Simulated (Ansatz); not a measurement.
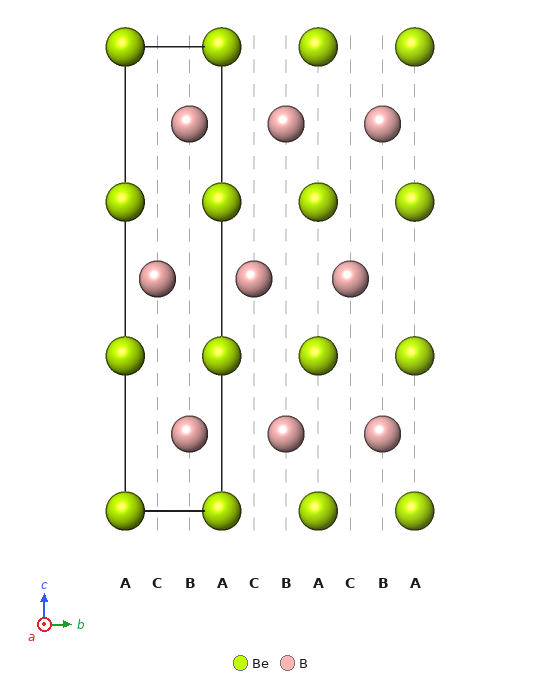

The picture looks along a close-packed row of the hexagonal mesh; c points upwards. The dashed lines mark the three columns A (0, 0), B (1/3, 2/3) and C (2/3, 1/3). The sequence starts with the first layer at or above the cell's origin.

BeB: the end point of a relaxation with DFT PBE, scalar-relativistic, plane waves, PAW in Ansatz 0.2.0; the starting structure was generated, so it need not be a known form of this composition.

Read off the stacking sequence over one period.

Answer. Be(A) – B(B) – Be(A) – B(C) – Be(A) – B(B) (six layers in 9.47 Å).

How are the B layers alone stacked?

Answer. B layers alone: BCB, a sequence in which some neighbouring layers lie directly above each other.

Which positions between or in the B layers do the other atoms fill?

Answer. Be: two octahedral sites and one trigonal-prismatic site (per hexagonal cell).
